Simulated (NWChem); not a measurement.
# C2H7Al (SMILES [CH3][AlH][CH3]) at B3LYP/6-31G(d) (spherical functions)

We compute a structure relaxation of C2H7Al. 

The calculation is run with NWChem 7.3.0.

## 1. The structure to begin with

The species is C2H7Al (10 atoms), meant as a singlet with charge 0. SMILES: `[CH3][AlH][CH3]`. The coordinates come from a PBE0-D4/def2-TZVP relaxation. The run starts from this shape.

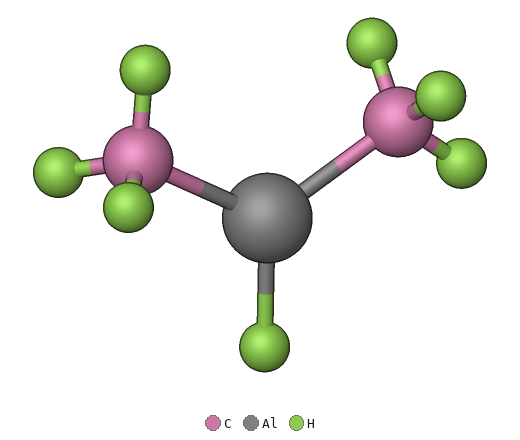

Viewed from a chosen angle; carbon pink, aluminium grey, hydrogen green.

## 2. A geometry optimisation at B3LYP/6-31G(d) (spherical functions)

m1.nw

```
start m1
title "C2H7Al"
memory total 2200 mb

geometry
C       -1.219100       0.923600      -0.783300
Al       0.496800       0.021800      -0.536400
C        0.903900      -0.949000       1.109700
H       -2.054000       0.233200      -0.621200
H       -1.337000       1.368500      -1.773800
H       -1.340300       1.723700      -0.043600
H        1.605700       0.078800      -1.681200
H        0.069000      -0.980000       1.814000
H        1.201900      -1.980900       0.894300
H        1.756300      -0.490900       1.624500
end

basis spherical bse
* library 6-31G*
end

dft
xc b3lyp
grid fine
convergence energy 1e-07
iterations 100
mulliken
print low
end

driver
maxiter 60
end

freq
temp 3 298.15 400 700
end

task dft optimize
task dft frequencies
```

Launch:

```
$ nwchem m1.nw > m1.out
```

The log of the run:

```text
Northwest Computational Chemistry Package (NWChem) 7.3.0
             --------------------------------------------------------

           Job information
           ---------------

    nwchem branch   = 7.3.0
    use scalapack   = T
    input           = m1.nw
    prefix          = m1.
    data base       = ./m1.db
    status          = startup
    nproc           =        1

           Memory information
           ------------------

    heap     =     72089600 doubles =      550.0 Mbytes
    stack    =     72089597 doubles =      550.0 Mbytes
    global   =    144179200 doubles =     1100.0 Mbytes (distinct from heap & stack)
    total    =    288358397 doubles =     2200.0 Mbytes
    verify   = yes
    hardfail = no

           Directory information
           ---------------------

  0 permanent = .
  0 scratch   = .

                                NWChem Input Module
                                -------------------

                                      C2H7Al
                                      ------

 Scaling coordinates for geometry "geometry" by  1.889725989
 (inverse scale =  0.529177249)

 C1  symmetry detected

          ------
          auto-z
          ------
  no constraints, skipping    0.0000000000000000
  no constraints, skipping    0.0000000000000000

                             Geometry "geometry" -> ""
                             -------------------------

 Output coordinates in angstroms (scale by  1.889725989 to convert to a.u.)

  No.       Tag          Charge          X              Y              Z
 ---- ---------------- ---------- -------------- -------------- --------------
    1 C                    6.0000    -0.42783000     1.70657233    -0.00104036
    2 Al                  13.0000     0.52647848     0.00134221    -0.00214984
    3 C                    6.0000    -0.43635892    -1.69888447    -0.00087812
[... 6 lines of this table left out ...]
   10 H                    1.0000    -0.21401780    -2.26505578     0.91097432

      Atomic Mass
      -----------

      C                 12.000000
      Al                26.981540
      H                  1.007825

 Effective nuclear repulsion energy (a.u.)      96.4504439221

            Nuclear Dipole moment (a.u.)
            ----------------------------
        X                 Y               Z
 ---------------- ---------------- ----------------
     0.0000000000    -0.0000000000     0.0000000000

                                Z-matrix (autoz)
                                --------

 Units are Angstrom for bonds and degrees for angles

      Type          Name      I     J     K     L     M      Value
      ----------- --------  ----- ----- ----- ----- ----- ----------
    1 Stretch                  1     2                       1.95410
    2 Stretch                  1     4                       1.09544
    3 Stretch                  1     5                       1.09221
    4 Stretch                  1     6                       1.09636
    5 Stretch                  2     3                       1.95393
    6 Stretch                  2     7                       1.59483
    7 Stretch                  3     8                       1.09273
    8 Stretch                  3     9                       1.09545
    9 Stretch                  3    10                       1.09611
   10 Bend                     1     2     3               121.24415
   11 Bend                     1     2     7               120.22272
   12 Bend                     2     1     4               111.08194
   13 Bend                     2     1     5               113.41286
   14 Bend                     2     1     6               110.40242
   15 Bend                     2     3     8               113.44678
   16 Bend                     2     3     9               111.04160
   17 Bend                     2     3    10               110.49013
   18 Bend                     3     2     7               118.53028
   19 Bend                     4     1     5               107.97787
   20 Bend                     4     1     6               106.01263
   21 Bend                     5     1     6               107.61726
   22 Bend                     8     3     9               107.93024
   23 Bend                     8     3    10               107.65680
   24 Bend                     9     3    10               105.93138
   25 Torsion                  1     2     3     8           3.66237
   26 Torsion                  1     2     3     9         125.42404
   27 Torsion                  1     2     3    10        -117.33609
   28 Torsion                  3     2     1     4         -54.29430
   29 Torsion                  3     2     1     5        -176.12395
   30 Torsion                  3     2     1     6          63.01614
   31 Torsion                  4     1     2     7         126.32810
   32 Torsion                  5     1     2     7           4.49845
   33 Torsion                  6     1     2     7        -116.36146
   34 Torsion                  7     2     3     8        -176.94976
   35 Torsion                  7     2     3     9         -55.18809
   36 Torsion                  7     2     3    10          62.05177

            XYZ format geometry
            -------------------
    10
 geometry
 C                    -0.42783000     1.70657233    -0.00104036
 Al                    0.52647848     0.00134221    -0.00214984
 C                    -0.43635892    -1.69888447    -0.00087812
[... 6 lines of this table left out ...]
 H                    -0.21401780    -2.26505578     0.91097432

[... 167 lines left out ...]
           Coulomb energy =      248.493659769108
[... 93 lines left out ...]
   convergence    iter        energy       DeltaE   RMS-Dens  Diis-err    time
[... 11 lines left out ...]
 Nuclear repulsion energy =       96.114300880873
[... 105 lines left out ...]
         Total DFT energy =     -322.858483909319
[... 46 lines left out ...]
@    1    -322.85848391 -2.0D-04  0.00171  0.00065  0.01790  0.04015     25.9
[... 59 lines left out ...]
    Exchange-Corr. energy =      -32.168961180141
[... 98 lines left out ...]
   convergence    iter        energy       DeltaE   RMS-Dens  Diis-err    time
[... 9 lines left out ...]
 Nuclear repulsion energy =       95.752439770735
[... 100 lines left out ...]
           Coulomb energy =      247.752594417412
[... 68 lines left out ...]
            Nuclear Dipole moment (a.u.)
[... 83 lines left out ...]
         Total DFT energy =     -322.858525088964
[... 33 lines left out ...]
     step= 1.00 grad=-4.2D-06 hess= 2.0D-06 energy=   -322.858525 mode=accept
[... 64 lines left out ...]
@    4    -322.85852509 -2.3D-06  0.00009  0.00003  0.00282  0.00663     52.0
[... 54 lines left out ...]
    Exchange-Corr. energy =      -32.168892197165
[... 74 lines left out ...]
  The DFT is already converged
[... 73 lines left out ...]
      One electron energy =     -634.141874877227
[... 33 lines left out ...]
 new step= 1.00                   predicted energy=   -322.858526
[... 108 lines left out ...]
   convergence    iter        energy       DeltaE   RMS-Dens  Diis-err    time
[... 8 lines left out ...]
 Nuclear repulsion energy =       95.722047535386
[... 74 lines left out ...]
         Total DFT energy =   -322.858525759580
[... 79 lines left out ...]
                Final and change from initial internal coordinates
[... 101 lines left out ...]
    Exchange-Corr. energy =      -32.169061678704
[... 76 lines left out ...]
 Derivative Dipole
[... 5 lines left out ...]
 d_dipole_x/<atom=   2,x> =     1.2717     [    6.1082]
[... 4 lines left out ...]
 d_dipole_x/<atom=   3,z> =     0.0019     [    0.0093]
[... 4 lines left out ...]
 d_dipole_x/<atom=   5,y> =    -0.1475     [   -0.7086]
[... 4 lines left out ...]
 d_dipole_x/<atom=   7,x> =    -0.4791     [   -2.3013]
[... 4 lines left out ...]
 d_dipole_x/<atom=   8,z> =    -0.0100     [   -0.0479]
[... 4 lines left out ...]
 d_dipole_x/<atom=  10,y> =     0.0500     [    0.2403]
[... 5 lines left out ...]
 d_dipole_y/<atom=   1,z> =    -0.0054     [   -0.0259]
[... 4 lines left out ...]
 d_dipole_y/<atom=   3,y> =    -0.5222     [   -2.5081]
[... 4 lines left out ...]
 d_dipole_y/<atom=   5,x> =    -0.0416     [   -0.1997]
[... 4 lines left out ...]
 d_dipole_y/<atom=   6,z> =    -0.0258     [   -0.1240]
[... 4 lines left out ...]
 d_dipole_y/<atom=   8,y> =     0.0918     [    0.4411]
[... 4 lines left out ...]
 d_dipole_y/<atom=  10,x> =    -0.0049     [   -0.0234]
[... 5 lines left out ...]
 d_dipole_z/<atom=   1,y> =    -0.0023     [   -0.0112]
[... 4 lines left out ...]
 d_dipole_z/<atom=   3,x> =     0.0014     [    0.0066]
[... 4 lines left out ...]
 d_dipole_z/<atom=   4,z> =    -0.0318     [   -0.1526]
[... 4 lines left out ...]
 d_dipole_z/<atom=   6,y> =    -0.0721     [   -0.3461]
[... 4 lines left out ...]
 d_dipole_z/<atom=   8,x> =    -0.0122     [   -0.0586]
[... 4 lines left out ...]
 d_dipole_z/<atom=   9,z> =    -0.0313     [   -0.1506]
[... 101 lines left out ...]
 Normal Eigenvalue ||         Derivative Dipole Moments (debye/angs)
[... 93 lines left out ...]
 Zero-Point correction to Energy  =   48.701 kcal/mol  (  0.077611 au)
[... 21 lines left out ...]
   - Translational                =   42.317 cal/mol-K (mol. weight =  58.0363)
[... 23 lines left out ...]
 P.Frequency        0.00       46.58      173.10      360.36      527.77      565.85

           1    -0.01493     0.00162     0.07553    -0.00009    -0.04387    -0.05076
[... 28 lines of this table left out ...]
          30     0.25441    -0.29139     0.00700    -0.08804     0.01182     0.00336

                   13          14          15          16          17          18

 P.Frequency      579.28      659.10      742.96      771.64      799.88     1278.93

           1     0.00400    -0.09583    -0.00075    -0.08759     0.03434    -0.04226
[... 28 lines of this table left out ...]
          30    -0.13051    -0.00196     0.08945    -0.02787    -0.01515    -0.14250

                   19          20          21          22          23          24

 P.Frequency     1281.06     1488.06     1488.88     1489.78     1492.56     1896.30

           1     0.04646    -0.03264    -0.03738    -0.00864     0.00389     0.00079
[... 28 lines of this table left out ...]
          30    -0.13543    -0.22572     0.23083    -0.10563    -0.07942    -0.00491

                   25          26          27          28          29          30

 P.Frequency     3024.00     3024.99     3082.22     3082.80     3112.91     3114.39

           1    -0.01897     0.03121    -0.00074     0.00302    -0.00684    -0.07056
[... 28 lines of this table left out ...]
          30     0.46551     0.28124    -0.52764    -0.11791    -0.22121     0.01905

 ----------------------------------------------------------------------------
 Normal Eigenvalue ||    Projected Derivative Dipole Moments (debye/angs)
  Mode   [cm**-1]  ||      [d/dqX]             [d/dqY]           [d/dqZ]
 ------ ---------- || ------------------ ------------------ -----------------
    1      -36.241 ||       0.009              -0.001            -0.058
    2       -0.000 ||       0.000               0.002            -0.071
    3       -0.000 ||      -0.000              -0.058            -0.006
[... 26 lines of this table left out ...]
   30     3114.393 ||      -0.542              -0.391            -0.001
 ----------------------------------------------------------------------------

 ----------------------------------------------------------------------------
 Normal Eigenvalue ||           Projected Infra Red Intensities
  Mode   [cm**-1]  || [atomic units] [(debye/angs)**2] [(KM/mol)] [arbitrary]
 ------ ---------- || -------------- ----------------- ---------- -----------
    1      -36.241 ||    0.000147           0.003         0.143       0.044
    2       -0.000 ||    0.000216           0.005         0.210       0.065
    3       -0.000 ||    0.000145           0.003         0.142       0.043
[... 26 lines of this table left out ...]
   30     3114.393 ||    0.019336           0.446        18.850       5.786
 ----------------------------------------------------------------------------

 ===============================================================================
      Negative Nuclear Hessian Mode    1  Eigenvalue =    -36.24 cm**(-1)
 -------------------------------------------------------------------------------
   Raw step length:  0.510 angstroms ;  The Raw step for this mode is:
    1 C                    6.0000    -0.00093064    -0.00139692     0.01474649
    2 Al                  13.0000     0.00186322     0.00003062    -0.01779418
    3 C                    6.0000    -0.00153323     0.00187154     0.02447691
[... 6 lines of this table left out ...]
   10 H                    1.0000     0.00670572     0.01961100     0.03376170

  Geometry after  100.0% step for mode  1; Step length =  0.510 angstroms
   Maximum component (any atom: x,y, or z) displacement:  0.540
    1 C                    6.0000    -0.43186436     1.72671019     0.01439563
    2 Al                  13.0000     0.52046646     0.00094694    -0.01800400
    3 C                    6.0000    -0.43727130    -1.72126393     0.02452700
[... 6 lines of this table left out ...]
   10 H                    1.0000    -0.20117641    -2.27433620     0.94548272

  Geometry after -100.0% step for mode  1; Step length =  0.510 angstroms
   Maximum component (any atom: x,y, or z) displacement:  0.540
    1 C                    6.0000    -0.43000307     1.72950403    -0.01509736
    2 Al                  13.0000     0.51674003     0.00088569     0.01758437
    3 C                    6.0000    -0.43420485    -1.72500700    -0.02442682
[... 6 lines of this table left out ...]
   10 H                    1.0000    -0.21458784    -2.31355819     0.87795931

  Geometry after   50.0% step for mode  1; Step length =  0.255 angstroms
   Maximum component (any atom: x,y, or z) displacement:  0.270
    1 C                    6.0000    -0.43139904     1.72740865     0.00702238
    2 Al                  13.0000     0.51953485     0.00093163    -0.00910690
    3 C                    6.0000    -0.43650469    -1.72219970     0.01228855
[... 6 lines of this table left out ...]
   10 H                    1.0000    -0.20452927    -2.28414170     0.92860187

  Geometry after  -50.0% step for mode  1; Step length =  0.255 angstroms
   Maximum component (any atom: x,y, or z) displacement:  0.270
    1 C                    6.0000    -0.43046840     1.72880557    -0.00772411
    2 Al                  13.0000     0.51767164     0.00090100     0.00868728
    3 C                    6.0000    -0.43497146    -1.72407123    -0.01218836
[... 6 lines of this table left out ...]
   10 H                    1.0000    -0.21123498    -2.30375270     0.89484016

  Geometry after   37.1% step for mode  1; Step length =  0.189 angstroms
   Maximum component (any atom: x,y, or z) displacement:  0.200
    1 C                    6.0000    -0.43127871     1.72758927     0.00511572
    2 Al                  13.0000     0.51929394     0.00092767    -0.00680619
    3 C                    6.0000    -0.43630645    -1.72244168     0.00912379
[... 6 lines of this table left out ...]
   10 H                    1.0000    -0.20539629    -2.28667732     0.92423662

  Geometry after  -37.1% step for mode  1; Step length =  0.189 angstroms
   Maximum component (any atom: x,y, or z) displacement:  0.200
    1 C                    6.0000    -0.43058873     1.72862495    -0.00581746
    2 Al                  13.0000     0.51791254     0.00090496     0.00638657
    3 C                    6.0000    -0.43516970    -1.72382925    -0.00902360
[... 6 lines of this table left out ...]
   10 H                    1.0000    -0.21036796    -2.30121708     0.89920541

  Geometry after   18.5% step for mode  1; Step length =  0.095 angstroms
   Maximum component (any atom: x,y, or z) displacement:  0.100
    1 C                    6.0000    -0.43110622     1.72784819     0.00238243
    2 Al                  13.0000     0.51894859     0.00092199    -0.00350800
    3 C                    6.0000    -0.43602226    -1.72278857     0.00458694
[... 6 lines of this table left out ...]
   10 H                    1.0000    -0.20663921    -2.29031226     0.91797882

  Geometry after  -18.5% step for mode  1; Step length =  0.095 angstroms
   Maximum component (any atom: x,y, or z) displacement:  0.100
    1 C                    6.0000    -0.43076122     1.72836603    -0.00308416
    2 Al                  13.0000     0.51825789     0.00091064     0.00308838
    3 C                    6.0000    -0.43545389    -1.72348236    -0.00448676
[... 6 lines of this table left out ...]
   10 H                    1.0000    -0.20912504    -2.29758214     0.90546321

 vib:animation  F

 Task  times  cpu:      126.1s     wall:      126.1s
 Total times  cpu:      196.3s     wall:      196.3s
```

It took 3.3 min on 1 thread of Intel Xeon at 2.60GHz (Ice Lake), shared host; peak memory 0.17 GiB.

Step by step:

| step | energy from the first frame kept (eV) |
| --- | --- |
| 0 | 0.0000 |
| 1 | -0.0054 |
| 2 | -0.0064 |
| 3 | -0.0065 |
| 4 | -0.0065 |
| 5 | -0.0065 |
| 6 | -0.0065 |
| 7 | -0.0065 |

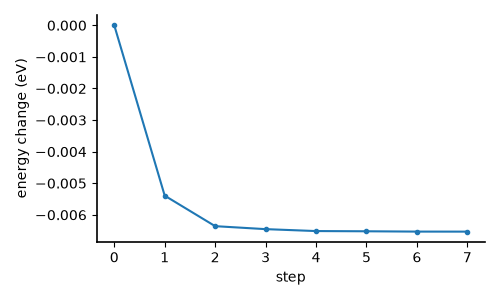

Energy along the run.

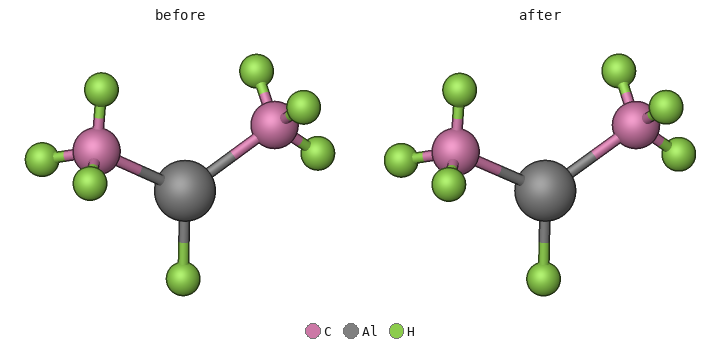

Before and after, at one scale.

After the run. Bond lengths: C1–Al2 1.971 Å, Al2–C3 1.971 Å, C1–H4 1.099 Å, C1–H5 1.096 Å, C1–H6 1.100 Å, Al2–H7 1.599 Å, C3–H8 1.096 Å, C3–H9 1.099 Å, C3–H10 1.099 Å. Some angles: C1–Al2–C3 122.2°, C1–Al2–H7 119.7°, C3–Al2–H7 118.1°, Al2–C1–H4 111.6°, Al2–C1–H5 112.9°, Al2–C1–H6 111.1°, Al2–C3–H8 113.8°, Al2–C3–H9 111.0°, Al2–C3–H10 110.7°, H4–C1–H5 107.7°.

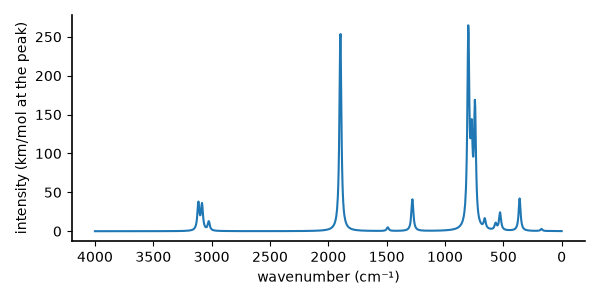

Harmonic infrared spectrum, unscaled, lines broadened by 10 cm⁻¹.

## 3. Results

Level: B3LYP/6-31G* (spherical functions).

| quantity | value |
| --- | --- |
| total energy at the end | -322.85853 Eh |
| lowest harmonic wavenumber | 36i cm⁻¹ (imaginary) |
| highest harmonic wavenumber | 3114 cm⁻¹ |

**Reading.** At the final geometry: Bond lengths: C1–Al2 1.971 Å, Al2–C3 1.971 Å, C1–H4 1.099 Å, C1–H5 1.096 Å, C1–H6 1.100 Å, Al2–H7 1.599 Å, C3–H8 1.096 Å, C3–H9 1.099 Å, C3–H10 1.099 Å. Some angles: C1–Al2–C3 122.2°, C1–Al2–H7 119.7°, C3–Al2–H7 118.1°, Al2–C1–H4 111.6°, Al2–C1–H5 112.9°, Al2–C1–H6 111.1°, Al2–C3–H8 113.8°, Al2–C3–H9 111.0°, Al2–C3–H10 110.7°, H4–C1–H5 107.7°. 1 mode is imaginary (lowest 36i cm⁻¹); so small a value may be numerical noise or a very soft motion. The optimisation took 8 steps and changed the energy by -0.007 eV. Mulliken charges run from -0.71 on C1 to +0.58 on Al2.
